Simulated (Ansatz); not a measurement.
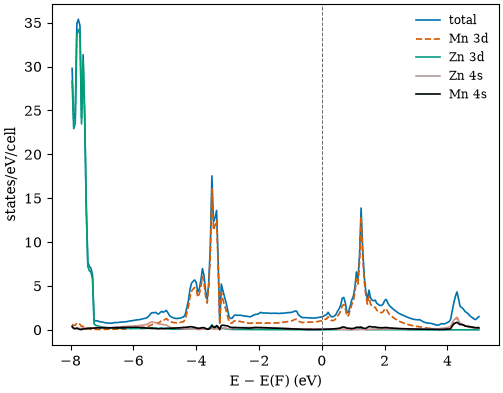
*Total and projected density of states of MnZn (CsCl type, Pm-3m), r²SCAN (plane waves, PAW; program Ansatz)*

Task: Which orbitals carry the states next to the Fermi level?

Result: Within 0.5 eV of the Fermi level: Mn 3d 70 %, Zn 4s 5 %, outside the projected shells 20 %. Projections are on Löwdin-orthogonalised atomic valence shells; empty p or d shells of many metals are not among them.

The workflow started from an entry of the Crystallography Open Database (COD). Whether it is the stable phase at ambient conditions was not checked. Symmetry was held in the r²SCAN relaxation, as lowered by the spin order; its stability against distortions is not shown here. Spin order of the final state: antiferromagnetic, chosen from 3 collinear starts compared on coarse meshes (ties went to the first, and starts can fall back to one state), not a proven ground state. The program gave a warning on the electronic state, which may not be the lowest.

Potentials: the later of the program's two PAW sets.
